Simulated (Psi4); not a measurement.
# SiH2Br2 (dibromosilane): wB97M-V/def2-SVP

Aim: the vertical singlet–triplet gap of SiH2Br2 (dibromosilane) at wB97M-V/def2-SVP, from 2 runs. 

Program for the calculation: Psi4 1.11.

2 further runs of the same task are left out: 2 set aside as unsound or not needed.

### Step 1. Starting point

The species is SiH2Br2 (5 atoms), meant as a singlet with charge 0. As SMILES, `Br[SiH2]Br`. The coordinates come from a PBE0-D4/def2-TZVP relaxation.

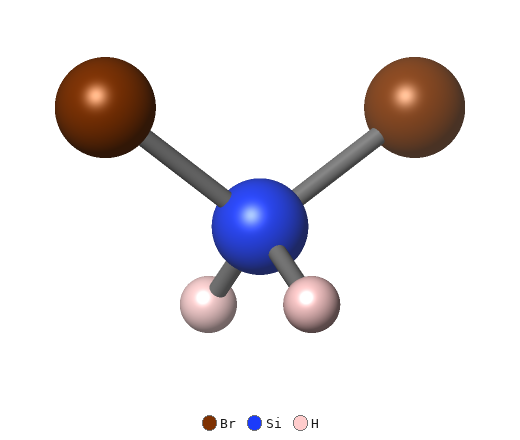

Viewed from a chosen angle; bromine brown, silicon blue, hydrogen pink.

### Step 2. The energy at wB97M-V/def2-SVP

The input, job.json:

```json
{
 "schema_name": "qcschema_input",
 "schema_version": 1,
 "molecule": {
  "schema_name": "qcschema_molecule",
  "schema_version": 2,
  "symbols": ["Br", "Si", "Br", "H", "H"],
  "geometry": [-3.16092599, -2.34191869, 0.68466667, 0.29901136, -0.08747542, 0.10333022, -0.55854635, 3.42826555, -1.96911352, 2.0851805, -1.59347376, -1.42052603, 1.33526158, 0.59458343, 2.60164265],
  "molecular_charge": 0,
  "molecular_multiplicity": 1,
  "fix_symmetry": "c1",
  "fix_com": true,
  "fix_orientation": true
 },
 "driver": "energy",
 "model": {
  "method": "wb97m-v",
  "basis": "def2-SVP"
 },
 "keywords": {
  "puream": true,
  "e_convergence": 1e-09,
  "d_convergence": 1e-08,
  "scf_type": "pk",
  "dft_radial_points": 99,
  "dft_spherical_points": 590
 }
}
```

Command:

```console
$ psi4 --qcschema job.json -n 1 --memory 2200MB
```

stdout:

```text
[...]
  Running in c1 symmetry.
[...]
  Nuclear repulsion =  448.279263033293944
[...]
  Multiplicity = 1
[...]
  Nalpha       = 43
  Nbeta        = 43
[...]
    Number of basis functions: 92
[...]
   @RKS iter   1: -5437.56394190474384   -2.58955e+00   1.93403e-02 DIIS/ADIIS
[...]
   @RKS iter  11: -5438.06610220014318    0.00000e+00   1.38962e-09 DIIS
[...]
    Orbital Energies [Eh]
    ---------------------
    Doubly Occupied:
       1A   -483.453947     2A   -483.453929     3A    -66.478475
       4A    -62.787928     5A    -62.787914     6A    -56.492196
       7A    -56.492184     8A    -56.490173     9A    -56.490155
      10A    -56.490065    11A    -56.490049    12A     -8.895720
      13A     -8.895708    14A     -6.683214    15A     -6.683202
      16A     -6.674618    17A     -6.674606    18A     -6.674222
      19A     -6.674210    20A     -5.521601    21A     -3.841180
      22A     -3.839344    23A     -3.836863    24A     -2.764838
      25A     -2.764823    26A     -2.762358    27A     -2.762343
      28A     -2.762048    29A     -2.762035    30A     -2.755344
      31A     -2.755339    32A     -2.755332    33A     -2.755326
      34A     -0.922339    35A     -0.897609    36A     -0.658611
[...]
  @RKS Final Energy: -5438.06610220014318
   => Energetics <=
    Nuclear Repulsion Energy =            448.2792630332939439
    One-Electron Energy =               -8460.6425663161935518
    Two-Electron Energy =                2736.4413007943444427
    DFT Exchange-Correlation Energy =    -162.5011995695608391
    Empirical Dispersion Energy =           0.0000000000000000
    VV10 Nonlocal Energy =                  0.3570998579730246
    Total Energy =                      -5438.0661022001422680
[...]
 Multipole Moments:
 ------------------------------------------------------------------------------------
     Multipole            Electronic (a.u.)      Nuclear  (a.u.)        Total (a.u.)
 ------------------------------------------------------------------------------------
 L = 1.  Multiply by 2.5417464519 to convert [e a0] to [Debye]
 Dipole X            :        123.0093818         -122.5749308            0.4344510
 Dipole Y            :        -35.9256559           35.7985939           -0.1270620
 Dipole Z            :         42.4780188          -42.3279000            0.1501187
 Magnitude           :                                                    0.4768942
[...]
```

The result, in JSON:

```text
{
 "driver": "energy",
 "model": {
  "method": "wb97m-v",
  "basis": "def2-SVP"
 },
 "success": true,
 "return_result": -5438.066102200143,
 "properties": {
  "calcinfo_nbasis": 92,
  "calcinfo_nmo": 92,
  "calcinfo_nalpha": 43,
  "calcinfo_nbeta": 43,
  "calcinfo_natom": 5,
  "nuclear_repulsion_energy": 448.27926303329394,
  "return_energy": -5438.066102200143,
  "scf_one_electron_energy": -8460.642566316194,
  "scf_two_electron_energy": 2736.4413007943444,
  "scf_vv10_energy": 0.35709985797302457,
  "scf_xc_energy": -162.50119956956084,
  "scf_dipole_moment": [0.43445102702681027, -0.1270620345016269, 0.15011873321891045],
  "scf_total_energy": -5438.066102200143,
  "scf_iterations": 11
 }
}
```

Wall time 2.6 min (1 thread of Intel Xeon at 2.50GHz (Skylake/Cascade Lake), shared host); peak memory 1 GiB.

### Step 3. The triplet, same level

The input, job.dat:

```
memory 2.2 GB

molecule molecule1 {
  0 3
  Br
  Si 1 2.206842
  Br 2 2.206794 1 110.75763
  H 2 1.47607 3 108.38239 1 118.78728
  H 2 1.476071 4 112.5465 3 -119.85311
  symmetry c1
  no_reorient
  no_com
}

set {
  basis                def2-SVP
  reference            uks
  puream               true
  e_convergence        1e-09
  d_convergence        1e-08
  scf_type             pk
  dft_radial_points    99
  dft_spherical_points 590
  maxiter              100
}

result, w = energy("wb97m-v", return_wfn=True)
```

Command:

```console
$ psi4 -n 1 job.dat job.out
```

job.out:

```text
[...]
  Running in c1 symmetry.
[...]
  Nuclear repulsion =  448.279250611994541
[...]
  Multiplicity = 3
[...]
  Nalpha       = 44
  Nbeta        = 42
[...]
    Number of basis functions: 92
[...]
   @UKS iter   1: -5437.30371464993732   -2.32933e+00   1.92976e-02 DIIS/ADIIS
[...]
   @UKS iter  20: -5437.80998927527799   -1.81899e-11   8.35717e-09 DIIS
[...]
   @S^2 Observed:                2.004277452E+00
[...]
    Orbital Energies [Eh]
    ---------------------
    Alpha Occupied:
       1A   -483.463441     2A   -483.463337     3A    -66.412241
       4A    -62.796774     5A    -62.796672     6A    -56.501566
       7A    -56.501460     8A    -56.500264     9A    -56.500164
      10A    -56.498544    11A    -56.498442    12A     -8.905675
      13A     -8.905572    14A     -6.691480    15A     -6.691367
      16A     -6.688728    17A     -6.688630    18A     -6.682298
      19A     -6.682199    20A     -5.466948    21A     -3.786520
      22A     -3.783500    23A     -3.781228    24A     -2.774470
      25A     -2.774362    26A     -2.774023    27A     -2.773917
      28A     -2.769139    29A     -2.769032    30A     -2.767278
      31A     -2.767181    32A     -2.766164    33A     -2.766065
      34A     -0.931651    35A     -0.912395    36A     -0.664511
[...]
  @UKS Final Energy: -5437.80998927527799
   => Energetics <=
    Nuclear Repulsion Energy =            448.2792506119945415
    One-Electron Energy =               -8460.5354467328979808
    Two-Electron Energy =                2736.5875001440190317
    DFT Exchange-Correlation Energy =    -162.4979233012652742
    Empirical Dispersion Energy =           0.0000000000000000
    VV10 Nonlocal Energy =                  0.3566300028712002
    Total Energy =                      -5437.8099892752779851
[...]
 Multipole Moments:
 ------------------------------------------------------------------------------------
     Multipole            Electronic (a.u.)      Nuclear  (a.u.)        Total (a.u.)
 ------------------------------------------------------------------------------------
 L = 1.  Multiply by 2.5417464519 to convert [e a0] to [Debye]
 Dipole X            :         -0.0000038            0.0000073            0.0000035
 Dipole Y            :         -5.5396689            5.7937175            0.2540486
 Dipole Z            :         -3.8237613            4.0005190            0.1767577
 Magnitude           :                                                    0.3094898
[...]
```

Wall time 4.4 min (1 thread of Intel Xeon at 2.50GHz (Skylake/Cascade Lake), shared host); peak memory 1 GiB.

### Step 4. Results

At wB97M-V/def2-SVP:

```
                                        quantity           value
                           singlet: total energy  -5438.06610 Eh
                          singlet: dipole moment          1.21 D
                            singlet: HOMO energy       -10.70 eV
                            singlet: LUMO energy         1.70 eV
                          singlet: HOMO–LUMO gap        12.40 eV
                           triplet: total energy  -5437.80999 Eh
                          triplet: dipole moment          0.79 D
     triplet: HOMO energy (highest over α and β)        -3.85 eV
                                   triplet: ⟨S²⟩           2.004
vertical energy of the triplet above the singlet        6.969 eV
```

At this shape the triplet lies 6.97 eV (672 kJ/mol) above the singlet.
